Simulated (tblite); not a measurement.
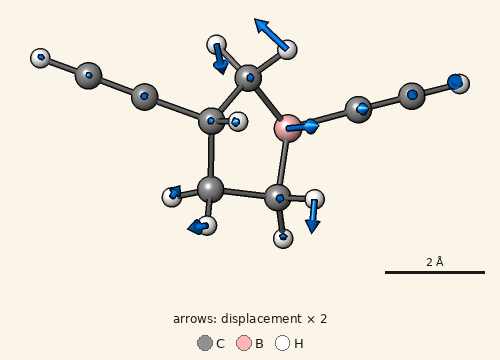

This is a relaxation of C₈H₉B. The starting structure is drawn; blue arrows show the displacements, 2 times their true length. The two geometries are superimposed by the best rigid fit.

Style: ball-and-stick. Shown at a tilt.

The calculation used tblite, GFN2-xTB geometry optimisation, gas phase. 

Question: What did the optimiser do to the structure, and how much energy did it gain?

Answer: The energy falls by 19.9 kcal/mol in 65 geometry steps. The largest move after the best rigid fit is that of the B atom, 0.50 Å. Largest moves by element: B 0.50 Å, H 0.47 Å, C 0.16 Å. Near-neighbour distances that change, for instance: B–C 1.573 → 1.498 Å, C–C 1.498 → 1.545 Å, C–H 1.135 → 1.091 Å, C–C 1.229 → 1.197 Å. Bond angles that change, for instance: B–C–H 104.9° → 116.8°, C–B–C 119.0° → 126.6°, C–C–H 106.5° → 113.1°. Groups turn about C–C by about 20°. The run took 0.7 s on 1 thread of Arm Neoverse N1, with other jobs on the host.
